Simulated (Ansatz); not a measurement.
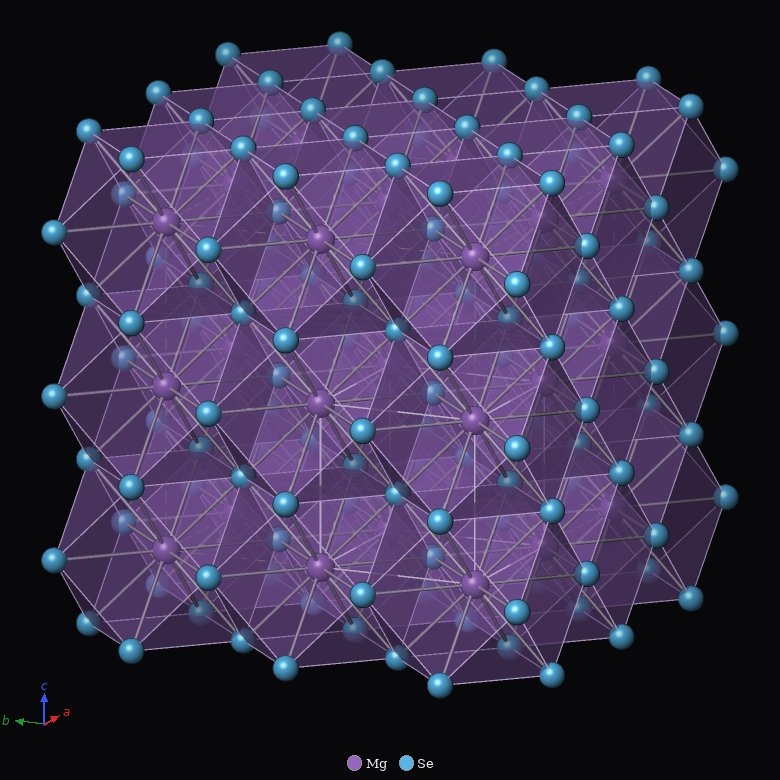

Polyhedra are drawn about Mg (bonds: Mg–Se below 3.5 Å); other atoms are plain spheres.

MgSe3 (space group Pm-3m, No. 221). Coordinates: coordinates from a relaxation with DFT PBE, scalar-relativistic, plane waves, PAW (Ansatz 0.2.0); the starting structure was generated, so it need not be a known form of this composition.

Sharing among the drawn polyhedra:

```csv
site,polyhedron,corner-sharing neighbours,edge-sharing,face-sharing,bond (Å)
Mg,MgSe12 cuboctahedron,12,0,6,3.10
```

They form a three-dimensional framework of corner- and face-sharing cuboctahedra.
